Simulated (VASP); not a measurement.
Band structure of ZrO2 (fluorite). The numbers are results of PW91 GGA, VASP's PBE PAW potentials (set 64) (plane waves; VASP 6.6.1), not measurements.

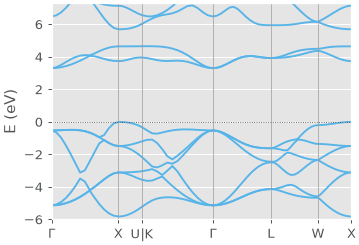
Bands along high-symmetry lines, zero at the valence-band maximum or, without a gap, the Fermi level

Q: Read the plot: is there a gap, and where are the band edges?

A: The gap is indirect, 3.30 eV, from the valence maximum at X to the conduction minimum at Γ. (Edges off the drawn lines would not show.)

The compound is ZrO2 in the fluorite structure, the high-temperature cubic form, which is unstable at 0 K; the monoclinic form is the stable one. It was relaxed first.
